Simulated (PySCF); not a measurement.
# C$_{7}$H$_{8}$O$_{2}$Si (SMILES C=C=C(C#C[SiH2]C)C(=O)O): what the fields show

Input

```
{"job": {"kind": "nmr", "xc": "PBE0", "basis": "pcSseg-1"}, "charge": 0, "multiplicity": 1}
C      3.004058    -2.102215    -1.691451
C      2.261882    -1.135671    -1.277813
C      1.512047    -0.137652    -0.857465
C      0.294821    -0.352830    -0.164066
C     -0.745918    -0.517286     0.427358
Si    -2.342936    -0.740396     1.330750
C     -3.059484     0.974878     1.711216
C      1.938396     1.262905    -1.104763
O      2.936509     1.588994    -1.695257
O      1.077663     2.151610    -0.588981
H      2.882466    -2.533242    -2.672710
H      3.784999    -2.522376    -1.077399
H     -2.068375    -1.468921     2.576795
H     -3.249403    -1.506099     0.464168
H     -3.237154     1.540571     0.800802
H     -2.381424     1.554680     2.331469
H     -4.005322     0.896438     2.240479
H      1.388418     3.052931    -0.764790
```

Command:

```sh
OMP_NUM_THREADS=1 python probes_run.py task.json out
```

Geometry: GFN2-xTB.

The calculation used PBE0/pcSseg-1, SCF density, gas phase, non-relativistic (PySCF 2.14.0).

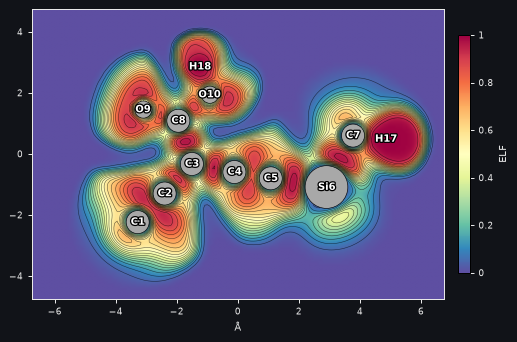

Figure 1. Electron localisation function on the plane of atoms Si6, C7 and H17. Grey discs cover the atomic cores.

Question: Interpret the plot.

Answer: The section cuts through C, Si, O and H sites.
C–O (1.20 Å): the ELF peaks at about 0.85 between the atoms; a short, multiple covalent bond.
C–C (1.21 Å): the ELF peaks at about 0.85 between the atoms; a short, multiple covalent bond.
C–Si (1.85 Å): the ELF peaks at about 0.95 between the atoms; a shared electron pair.
O–H (0.97 Å): the ELF climbs to about 1 towards the hydrogen, as it does in any bond to H; a covalent bond by its length.
C–C (1.29 Å): the ELF peaks at about 0.90 between the atoms (a multiple bond).
The ELF also peaks beside O9, away from the bonds: lone-pair regions.

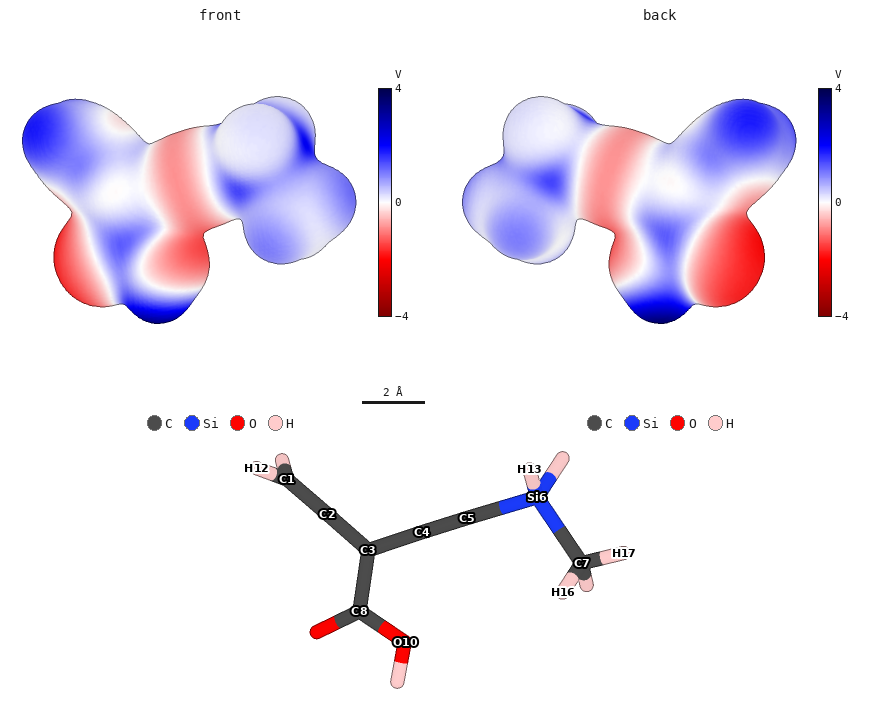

Figure 2. The electrostatic potential painted on the density surface at 0.004 e/bohr³, seen from the front and from behind; red is negative and blue positive. The bare structure is drawn below in the same view.

Question: Where is the surface potential most negative and most positive?

Answer: The most negative region (about −1.9 V) lies over O9, the most positive (about +3.4 V) over H18. O9 is the likeliest acceptor of a hydrogen bond.
